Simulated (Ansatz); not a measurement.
# SiH2O: geometry and frequencies at several levels

The task, for SiH2O: geometry and frequencies at several levels.

Method: the levels named in each step, in Ansatz 0.2.0.

### 1 The structure to begin with

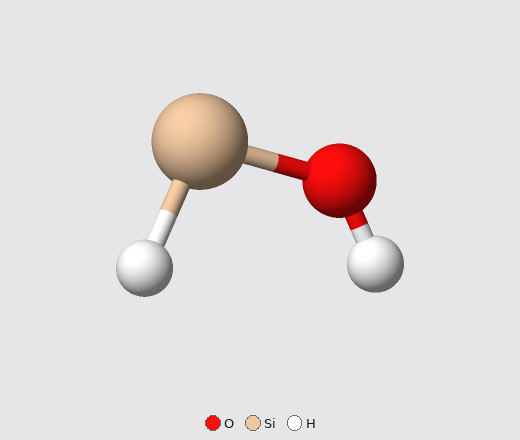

Start, viewed from a chosen angle; oxygen red, silicon light orange, hydrogen white.

Coordinates:

```xyz
4

O    -0.9918   -0.2345    0.0044
Si    0.5684    0.2124    0.0121
H    -1.3551   -1.1097   -0.1427
H     1.2596   -1.0856   -0.2644
```

### 2 A rough first relaxation, PBE-D4/def2-SVP

This run stands in another session on the same molecule. It ended at:

```xyz
4

O    -1.0506   -0.2007    0.0124
Si    0.5729    0.2667    0.0220
H    -1.2508   -1.1415   -0.1529
H     1.2097   -1.1419   -0.2722
```

### 3 Relaxation, PBE0-D4/def2-TZVPP

This run stands in another session on the same molecule. It ended at:

```xyz
4

O    -1.0263   -0.2105    0.0098
Si    0.5593    0.2548    0.0201
H    -1.2378   -1.1309   -0.1518
H     1.1859   -1.1307   -0.2687
```

### 4 Relaxation, CCSD(T)/cc-pV(T+d)Z

Input file input.yaml:

```yaml
crystal:
  periodic: [false, false, false]
  atoms:
    - { symbol: O, position_ang: [-1.02626836, -0.21051678, 0.0097607] }
    - { symbol: Si, position_ang: [0.55930163, 0.25475309, 0.02009165] }
    - { symbol: H, position_ang: [-1.23780785, -1.13090292, -0.15179527] }
    - { symbol: H, position_ang: [1.18585457, -1.13071339, -0.26868708] }
basis:
  gaussian: { orbitals: "cc-pV(T+d)Z.json" }
correlation:
  method: ccsd_t
relax:
  f_tol: 0.002
  max_steps: 40
```

Command:

```sh
$ ansatz run input.yaml --threads 2 --pin off --max-ram 5120MiB --backend cpu --events-out ev --progress --plain --runs-dir out
```

Standard output, cut to the lines that bear on the results:

```text
Warning: RAYON_NUM_THREADS=2 ignored (pool sized by the plan → 2); use --threads N
[...]
Functional definition: HF
[...]
674 factors; integrals over basis functions are off by at most 4.2e-4 eV
[...]
mean field -9932.04609392 eV, -364.9959617691 hartree, gradient 1.4e-6 eV, S^2 0.000000; 0 other end points of the search recorded, 0 dependent functions left out; unrestricted orbitals would lower it
6 core orbitals not correlated: weight in the atoms' cores, before any rotation towards them, 1.000 or more for the frozen orbitals, at most 0.000 for the correlated occupied ones
reference -9932.04609392 eV, -364.9959617691 hartree; 6, 6 occupied and 85, 85 virtual orbitals, 674 factors
second order -9.46848570 eV of doubles, -0.00000000 eV of singles
cycle   1  -9.64629777 eV  change   -1.8e-1 eV  update   8.3e-2
[...]
perturbative correction -0.35948742 eV, -0.0132109189 hartree
[...]
relax step   1: F+E_penalty+E_count = -9942.41982996 eV  Δ(F+E_penalty+E_count) = +0.000e0 eV  max|allowed force component| = 1.886e-1 eV/Å  Δτ_max = 0.0000 Å  (43 SCF iters, accepted)
[...]
relax step   6: F+E_penalty+E_count = -9942.42217716 eV  Δ(F+E_penalty+E_count) = -1.066e-5 eV  max|allowed force component| = 5.488e-3 eV/Å  Δτ_max = 0.0008 Å  (28 SCF iters, accepted)
[...]
relax step   7: F+E_penalty+E_count = -9942.42217808 eV  Δ(F+E_penalty+E_count) = -9.193e-7 eV  max|allowed force component| = 6.144e-5 eV/Å  Δτ_max = 0.0002 Å  (24 SCF iters, accepted)
674 factors; integrals over basis functions are off by at most 4.2e-4 eV
[...]
mean field -9932.03984613 eV, -364.9957321670 hartree, gradient 2.8e-6 eV, S^2 0.000000; 1 other end points of the search recorded, 0 dependent functions left out; unrestricted orbitals would lower it
6 core orbitals not correlated: weight in the atoms' cores, before any rotation towards them, 1.000 or more for the frozen orbitals, at most 0.000 for the correlated occupied ones
reference -9932.03984613 eV, -364.9957321670 hartree; 6, 6 occupied and 85, 85 virtual orbitals, 674 factors
second order -9.47796343 eV of doubles, -0.00000000 eV of singles
[...]
cycle  11  -10.02147770 eV  change   -5.4e-6 eV  update   3.1e-6
perturbative correction -0.36085426 eV, -0.0132611495 hartree
[...]
Total energy: -9942.42217810 eV, -365.3772758293 hartree
Atom 0 at    -1.034960    -0.204393     0.011322 Å, force     0.000008    -0.000061    -0.000012 eV/Å
Atom 1 at     0.558818     0.248293     0.018910 Å, force     0.000002    -0.000034    -0.000006 eV/Å
Atom 2 at    -1.222720    -1.131734    -0.152678 Å, force     0.000025     0.000061     0.000010 eV/Å
Atom 3 at     1.179942    -1.129545    -0.268184 Å, force    -0.000034     0.000033     0.000008 eV/Å
Dipole moment:    -0.032290    -0.316707    -0.057545 e Å
```

It took 2 min on 2 threads of Intel Xeon at 2.50GHz (Skylake/Cascade Lake), shared host; peak memory 0.48 GiB.

Relaxation path:

```csv
step,E - E(step 1) (eV),largest force component (eV/Å)
1,0.0000,0.1886
2,-0.0013,0.0822
3,-0.0017,0.0782
4,-0.0017,0.1226
5,-0.0023,0.0245
6,-0.0023,0.0055
7,-0.0023,0.0001
```

Step 1 is the start.

Before: Bond lengths: O1–Si2 1.652 Å, O1–H3 0.958 Å, Si2–H4 1.548 Å. Angles: O1–Si2–H4 97.8°, Si2–O1–H3 118.9°.

After: Bond lengths: O1–Si2 1.657 Å, O1–H3 0.960 Å, Si2–H4 1.538 Å. Angles: O1–Si2–H4 98.2°, Si2–O1–H3 116.9°.

### 5 Frequencies, CCSD(T)/cc-pV(T+d)Z

Input file input.yaml:

```yaml
crystal:
  periodic: [false, false, false]
  atoms:
    - { symbol: O, position_ang: [-1.03496014, -0.20439302, 0.01132211] }
    - { symbol: Si, position_ang: [0.55881819, 0.24829267, 0.01890981] }
    - { symbol: H, position_ang: [-1.22272005, -1.13173437, -0.1526778] }
    - { symbol: H, position_ang: [1.17994199, -1.12954528, -0.26818412] }
basis:
  gaussian: { orbitals: "cc-pV(T+d)Z.json" }
correlation:
  method: ccsd_t
phonons: {}
```

Command:

```sh
$ ansatz run input.yaml --threads 2 --pin off --max-ram 5120MiB --backend cpu --events-out ev --progress --plain --runs-dir out
```

Standard output, cut to the lines that bear on the results:

```text
Warning: RAYON_NUM_THREADS=2 ignored (pool sized by the plan → 2); use --threads N
[...]
[... 1 set-up line as earlier in the session ...]
[...]
674 factors; integrals over basis functions are off by at most 3.3e-4 eV
[...]
mean field -9932.03984775 eV, -364.9957322265 hartree, gradient 1.4e-6 eV, S^2 0.000000; 0 other end points of the search recorded, 0 dependent functions left out; unrestricted orbitals would lower it
6 core orbitals not correlated: weight in the atoms' cores, before any rotation towards them, 1.000 or more for the frozen orbitals, at most 0.000 for the correlated occupied ones
reference -9932.03984775 eV, -364.9957322265 hartree; 6, 6 occupied and 85, 85 virtual orbitals, 674 factors
second order -9.47796331 eV of doubles, -0.00000000 eV of singles
cycle   1  -9.65196322 eV  change   -1.7e-1 eV  update   8.3e-2
[...]
perturbative correction -0.36085416 eV, -0.0132611459 hartree
[...]
6 core orbitals not correlated: weight in the atoms' cores, before any rotation towards them, 1.000 or more for the frozen orbitals, at most 0.000 for the correlated occupied ones
reference -9932.03994492 eV, -364.9957357974 hartree; 6, 6 occupied and 85, 85 virtual orbitals, 674 factors
second order -9.47793877 eV of doubles, -0.00000000 eV of singles
[...]
cycle  11  -10.02140262 eV  change   -5.2e-6 eV  update   3.1e-6
perturbative correction -0.36082400 eV, -0.0132600373 hartree
[...]
Total energy: -9942.42217910 eV, -365.3772758662 hartree
Atom 0 at    -1.034960    -0.204393     0.011322 Å, force     0.000009    -0.000061    -0.000012 eV/Å
Atom 1 at     0.558818     0.248293     0.018910 Å, force     0.000003    -0.000030    -0.000006 eV/Å
Atom 2 at    -1.222720    -1.131734    -0.152678 Å, force     0.000020     0.000060     0.000010 eV/Å
Atom 3 at     1.179942    -1.129545    -0.268184 Å, force    -0.000032     0.000031     0.000007 eV/Å
Dipole moment:    -0.032290    -0.316707    -0.057545 e Å
Vibrations: 639.35 754.04 868.30 985.79 1953.34 3876.47 cm⁻¹, zero-point energy 0.562720 eV
```

Run time: 3.9 min. Hardware: 2 threads of Intel Xeon at 2.50GHz (Skylake/Cascade Lake), shared host; peak memory 0.48 GiB.

Harmonic frequencies (cm⁻¹; negative: imaginary): 639, 754, 868, 986, 1953, 3876.

### 6 Relaxation, CCSD(T)/cc-pwCVTZ, all electrons

input.yaml: that of step 5 with these lines changed.

```diff
@@ -8,5 +8,8 @@
 basis:
-  gaussian: { orbitals: "cc-pV(T+d)Z.json" }
+  gaussian: { orbitals: cc-pwCVTZ.json }
 correlation:
   method: ccsd_t
-phonons: {}
+  frozen_orbitals: { H: 0, O: 0, Si: 0 }
+relax:
+  f_tol: 0.002
+  max_steps: 40
```

Command:

```sh
$ ansatz run input.yaml --threads 2 --pin off --max-ram 5120MiB --backend cpu --events-out ev --progress --plain --runs-dir out
```

Standard output, cut to the lines that bear on the results:

```text
Warning: RAYON_NUM_THREADS=2 ignored (pool sized by the plan → 2); use --threads N
[...]
[... 1 set-up line as earlier in the session ...]
[...]
835 factors; integrals over basis functions are off by at most 3.6e-4 eV
[...]
mean field -9932.07117358 eV, -364.9968834293 hartree, gradient 2.1e-6 eV, S^2 0.000000; 0 other end points of the search recorded, 0 dependent functions left out; unrestricted orbitals would lower it
reference -9932.07117358 eV, -364.9968834293 hartree; 12, 12 occupied and 118, 118 virtual orbitals, 835 factors
second order -18.78019364 eV of doubles, -0.00000000 eV of singles
cycle   1  -18.93190193 eV  change   -1.5e-1 eV  update   8.4e-2
[...]
perturbative correction -0.46599187 eV, -0.0171248853 hartree
[...]
relax step   1: F+E_penalty+E_count = -9951.86999868 eV  Δ(F+E_penalty+E_count) = +0.000e0 eV  max|allowed force component| = 2.199e-1 eV/Å  Δτ_max = 0.0000 Å  (44 SCF iters, accepted)
[...]
835 factors; integrals over basis functions are off by at most 3.5e-4 eV
mean field -9932.08023915 eV, -364.9972165829 hartree, gradient 1.1e-6 eV, S^2 0.000000; 1 other end points of the search recorded, 0 dependent functions left out; unrestricted orbitals would lower it
[...]
reference -9932.08023915 eV, -364.9972165829 hartree; 12, 12 occupied and 118, 118 virtual orbitals, 835 factors
second order -18.77279840 eV of doubles, -0.00000000 eV of singles
[...]
cycle  11  -19.32681319 eV  change   -8.3e-6 eV  update   3.1e-6
perturbative correction -0.46420012 eV, -0.0170590396 hartree
[...]
Total energy: -9951.87125245 eV, -365.7245229071 hartree
Atom 0 at    -1.029306    -0.205597     0.010825 Å, force     0.000139    -0.000061    -0.000018 eV/Å
Atom 1 at     0.556132     0.245916     0.018596 Å, force     0.000017    -0.000047    -0.000010 eV/Å
Atom 2 at    -1.221939    -1.130621    -0.152508 Å, force    -0.000253     0.000005     0.000013 eV/Å
Atom 3 at     1.176193    -1.127077    -0.267543 Å, force     0.000097     0.000102     0.000014 eV/Å
Dipole moment:    -0.034683    -0.316308    -0.057355 e Å
```

Wall time 21 min (2 threads of Intel Xeon at 2.50GHz (Skylake/Cascade Lake), shared host); peak memory 1.3 GiB.

Relaxation path:

```csv
step,energy from step 1 (eV),largest force component (eV/Å)
1,0.0000,0.2199
2,-0.0009,0.1314
3,-0.0012,0.0215
4,-0.0012,0.0097
5,-0.0012,0.0077
6,-0.0013,0.0003
```

Step 1 is the start.

Before: Bond lengths: O1–Si2 1.657 Å, O1–H3 0.960 Å, Si2–H4 1.538 Å. Angles: O1–Si2–H4 98.2°, Si2–O1–H3 116.9°.

After: Bond lengths: O1–Si2 1.648 Å, O1–H3 0.959 Å, Si2–H4 1.533 Å. Angles: O1–Si2–H4 98.2°, Si2–O1–H3 117.3°.

### 7 Geometries side by side

```
                           level  O1–Si2 (Å)  rotational constants (MHz)  dipole (D)  highest frequency (cm⁻¹)  CPU time
              PBE0-D4/def2-TZVPP      1.6525        171040, 16434, 14994        1.60                         -      22 s
             CCSD(T)/cc-pV(T+d)Z      1.6568        171290, 16386, 14955        1.55                      3876   3.7 min
CCSD(T)/cc-pwCVTZ, all electrons      1.6485        172510, 16541, 15094        1.55                         -    41 min
```

Constants are for the commonest isotopes at the equilibrium geometry; times are CPU times of the relaxations.

### 8 What came out

| quantity | value |
| --- | --- |
| O1–Si2 at CCSD(T)/cc-pwCVTZ, all electrons | 1.648 Å |
| frequencies at CCSD(T)/cc-pV(T+d)Z | 639 to 3876 cm⁻¹ |

What this shows: The O1–Si2 distance spreads over 0.008 Å, from CCSD(T)/cc-pwCVTZ, all electrons (shortest) to CCSD(T)/cc-pV(T+d)Z. No mode is imaginary, so the geometry is a minimum.
